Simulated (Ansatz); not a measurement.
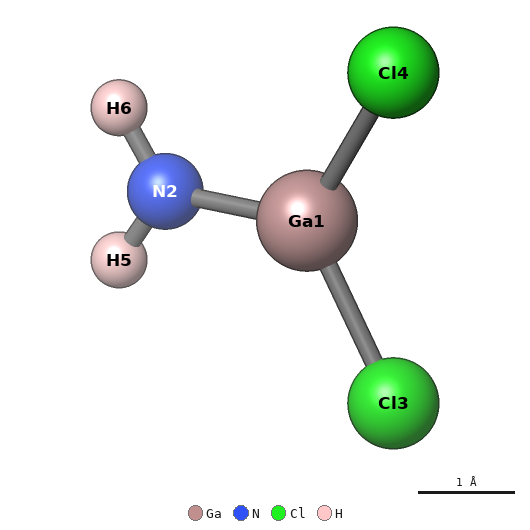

Orthographic view. Atoms fade into the background with distance from the viewer. Computed geometry: PBE0-D4/def2-TZVP optimisation.

Give the geometry as a Z-matrix, atoms in numerical order, with these reference atoms: 2 to 1; 3 to 1, 2; 4 to 1, 2, 3; 5 to 2, 1, 3; 6 to 2, 5, 1.

```
Ga 
N    1   1.791
Cl   1   2.124   2   120.6
Cl   1   2.124   2   120.6   3   179.0
H    2   1.005   1   123.0   3     4.2
H    2   1.005   5   113.7   1  -173.1
```
